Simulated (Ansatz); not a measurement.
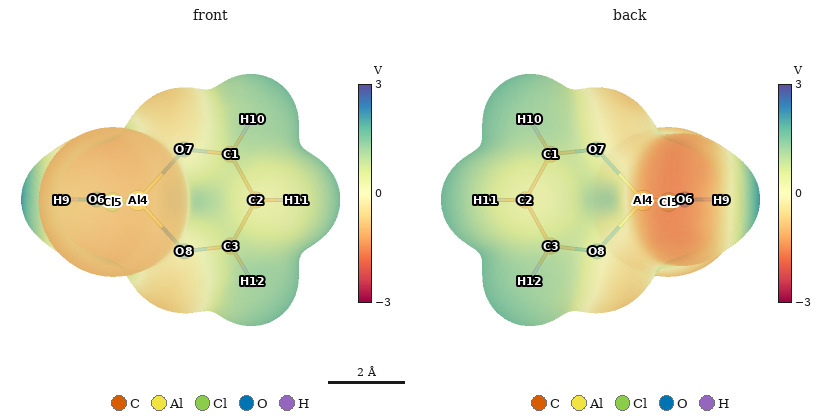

*C3H4AlClO3 (SMILES [OH][Al-]1([Cl])[O]C=CC=[O+]1). The molecular electrostatic potential painted on the density surface at 0.002 e/bohr³, seen from the front and from behind; the colour scale runs from red (negative) to blue (positive).*

Geometry: PBE0-D4/def2-SVP.

Level of theory: isolated molecule in a Gaussian basis; Kohn-Sham density functional theory, functional PBE0 (Ansatz).

```
atom    x (Å)    y (Å)    z (Å)
   C  -0.1375   0.9816  -1.2589
   C   0.5520  -0.1720  -1.6369
   C   0.9003  -1.1433  -0.6966
  Al  -0.2894   0.2260   1.4196
  Cl   0.9872   1.2099   2.7829
   O  -1.7976  -0.3798   1.9119
   O  -0.5096   1.2651  -0.0802
   O   0.6425  -1.0941   0.5441
   H  -2.1565  -0.3226   2.7969
   H  -0.3894   1.7273  -2.0319
   H   0.8251  -0.3151  -2.6817
   H   1.4496  -2.0381  -1.0354
```

> Describe the electrostatic potential map.

The most negative region (about −1.6 V) lies over O6, the most positive (about +2.0 V) over H9. O6 is the likeliest acceptor of a hydrogen bond.
